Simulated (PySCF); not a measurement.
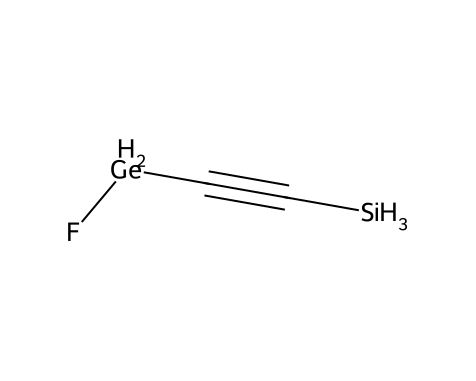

Structural formula above. The geometry was computed by an optimisation with PBE0-D3(BJ)/def2-SVP. No frequency run is at hand to confirm it as a minimum.

Describe the 3D structure.

The molecule is C₂H₅FGeSi. Its SMILES string is `[F][GeH2][C]#C[SiH3]`. Among its groups: alkyne, Si–H bond. Coordination: 1 Ge tetrahedral; 2 C linear; 1 Si tetrahedral.

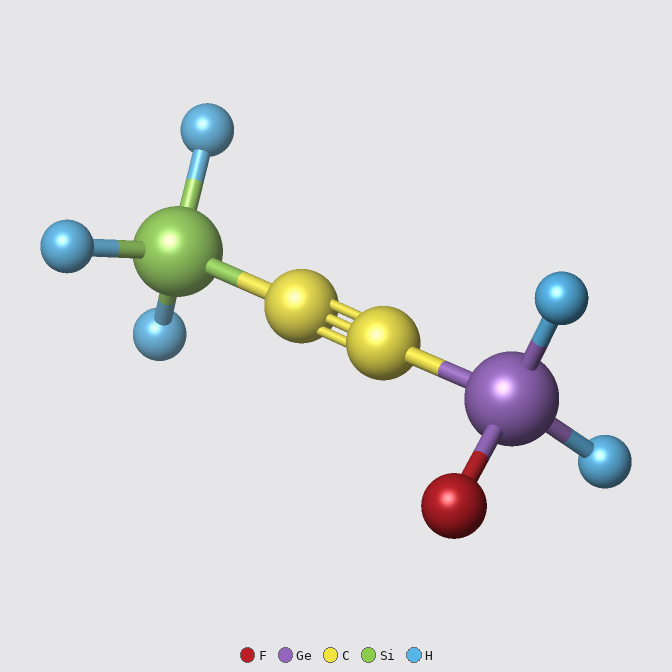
